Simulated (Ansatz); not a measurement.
# Frequency calculation, with input and output: ZrNH5O2F2

ZrNH5O2F2, computed with RKS PBE-D4/def2-SVP (Ansatz 0.2.0).

It belongs to a series of runs on one base structure; here: vibrations at the highest image of the band.

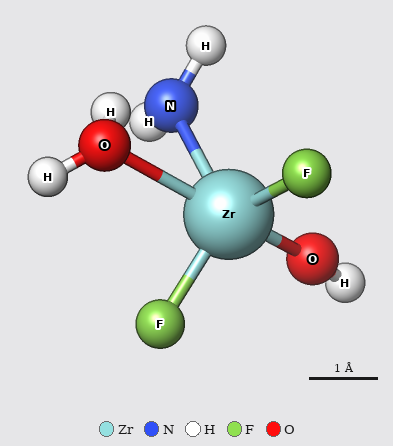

**Figure 1.** The input geometry (ball-and-stick view, seen at a tilt). Sticks mark near contacts. Bond lengths as drawn: F–Zr 1.92 to 1.93 Å, H–N 1.03 Å, H–O 0.97 to 1.14 Å, N–Zr 2.22 Å and O–Zr 1.93 to 2.27 Å.

**Input file**
```yaml
crystal:
  periodic: [false, false, false]
  atoms:
    - { symbol: Zr, position_ang: [0.151635, -0.22372, 0.00346] }
    - { symbol: "N", position_ang: [0.046192, -0.142079, 2.21696] }
    - { symbol: H, position_ang: [-0.879889, -0.129913, 2.664542] }
    - { symbol: H, position_ang: [0.617326, 0.554553, 2.715343] }
    - { symbol: F, position_ang: [1.798391, 0.418712, -0.750889] }
    - { symbol: O, position_ang: [-1.066662, 1.238884, -0.310651] }
    - { symbol: H, position_ang: [-1.788882, 1.877252, -0.376173] }
    - { symbol: F, position_ang: [-0.8149, -1.607286, -0.939685] }
    - { symbol: O, position_ang: [1.139756, -1.960461, 1.076337] }
    - { symbol: H, position_ang: [0.827314, -2.879093, 0.991628] }
    - { symbol: H, position_ang: [0.680118, -1.382448, 1.939028] }
basis:
  gaussian: { orbitals: def2-SVP }
hamiltonian:
  xc: pbe
  dispersion: d4
phonons: {}
```

Run as:
```bash
ansatz run input.yaml --threads 4 --pin off --max-ram 5120MiB --backend cpu --events-out ev --progress --plain --runs-dir out
```

**What the program printed**
```
Engine: ansatz 0.2.0, aarch64-unknown-linux-gnu
Functional definition: PBE
  parameter kappa = 0.804
  parameter beta = 0.06672455060314922
  exchange = pbe_x(kappa = kappa, mu = beta*pi^2/3)
  correlation = pbe_c(beta = beta)
1322 factors; their error is unknown
mean field evaluation 1: about -12348.6126 eV, gradient 1.1e2 eV
mean field evaluation 2: about -12184.0213 eV, gradient 2.9e2 eV
mean field evaluation 4: about -12366.7473 eV, gradient 2.9e1 eV
mean field evaluation 8: about -12368.3423 eV, gradient 3.2e-1 eV
mean field evaluation 16: about -12368.2926 eV, gradient 2.5e-3 eV
mean field -12368.29257430 eV, -454.5263685755 hartree, gradient 5.3e-5 eV, S^2 0.000000; 0 other end points of the search recorded, 0 dependent functions left out
the calculation of the forces begins
reference -12368.29266237 eV, -454.5263718124 hartree; 29, 29 occupied and 97, 97 virtual orbitals, 1322 factors
these checks for a lower state are left out or cut short: stability, starts, cluster_reference, orbital_swaps, neighbouring_geometries, increment
1322 factors; their error is unknown
mean field -12368.29244970 eV, -454.5263639969 hartree, gradient 1.1e-6 eV, S^2 0.000000; 0 other end points of the search recorded, 0 dependent functions left out
[... from here on the field's lines of each further geometry are left out, up to the last ...]
the calculation of the forces begins
reference -12368.29266322 eV, -454.5263718434 hartree; 29, 29 occupied and 97, 97 virtual orbitals, 1322 factors
these checks for a lower state are left out or cut short: stability, starts, cluster_reference, orbital_swaps, neighbouring_geometries, increment
1322 factors; their error is unknown
mean field evaluation 416: about -12368.2925 eV, gradient 8.0e-7 eV
mean field -12368.29250892 eV, -454.5263661730 hartree, gradient 8.0e-7 eV, S^2 0.000000; 0 other end points of the search recorded, 0 dependent functions left out
the calculation of the forces begins
reference -12368.29259700 eV, -454.5263694099 hartree; 29, 29 occupied and 97, 97 virtual orbitals, 1322 factors
WARN: phonons: modes at or below zero, which the zero-point energy, F, S and C_V leave out: 1, the lowest at -481.05 cm⁻¹. A minimum has none, and a first-order saddle one
Total energy: -12368.51117430 eV, -454.5344019774 hartree
Atom 0 at     0.151635    -0.223720     0.003460 Å, force    -0.001901    -0.000712    -0.000594 eV/Å
Atom 1 at     0.046192    -0.142079     2.216960 Å, force     0.002365    -0.001059     0.000201 eV/Å
Atom 2 at    -0.879889    -0.129913     2.664542 Å, force    -0.001199    -0.000968    -0.000258 eV/Å
Atom 3 at     0.617326     0.554553     2.715343 Å, force    -0.001519     0.000648     0.000166 eV/Å
Atom 4 at     1.798391     0.418712    -0.750889 Å, force     0.000204    -0.000445    -0.000369 eV/Å
Atom 5 at    -1.066662     1.238884    -0.310651 Å, force    -0.002265    -0.002464     0.001968 eV/Å
Atom 6 at    -1.788882     1.877252    -0.376173 Å, force     0.002082     0.002769    -0.002648 eV/Å
Atom 7 at    -0.814900    -1.607286    -0.939685 Å, force     0.000016     0.002238     0.001348 eV/Å
Atom 8 at     1.139756    -1.960461     1.076337 Å, force     0.005164    -0.009421    -0.011628 eV/Å
Atom 9 at     0.827314    -2.879093     0.991628 Å, force     0.001705     0.001050    -0.000042 eV/Å
Atom 10 at     0.680118    -1.382448     1.939028 Å, force    -0.004653     0.008364     0.011856 eV/Å
Dipole moment:    -0.466066     0.111630     0.664280 e Å
Vibrations: -481.05 65.27 127.91 140.20 166.28 184.81 193.14 245.42 320.90 364.08 373.94 398.16 535.55 537.81 593.73 624.02 665.96 673.81 706.77 879.99 1407.59 1482.51 1823.47 3421.03 3507.53 3750.28 3867.00 cm⁻¹, zero-point energy 1.677330 eV
```

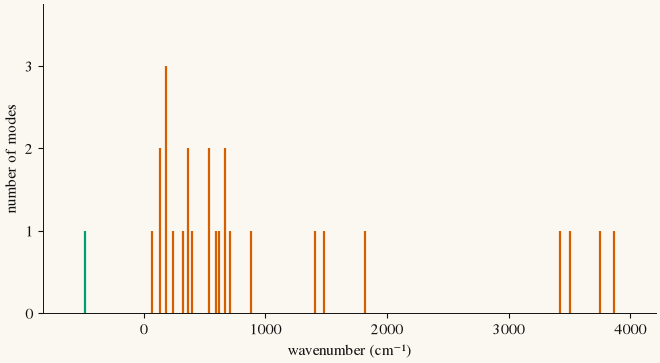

**Figure 2.** Harmonic vibrational wavenumbers from the force constants; neighbouring modes closer than 20 cm⁻¹ are counted in one stick, and imaginary ones are drawn at negative wavenumbers. 27 modes from 481i to 3867 cm⁻¹, 1 imaginary beyond 8i (481i cm⁻¹): a first-order saddle point, if the geometry is stationary.

**Key numbers**

| quantity | value |
| --- | --- |
| outcome | converged |
| total energy | −12368.5112 eV |
| mean-field energy | −12368.2927 eV |
| largest force (length of the vector) | 0.016 eV/Å |
| hardware | 4 threads of Arm Neoverse V1, 24 GiB of memory available, shared host |
| wall time | 65 s (CPU time 4 min) |
| peak memory | 0.18 GiB |
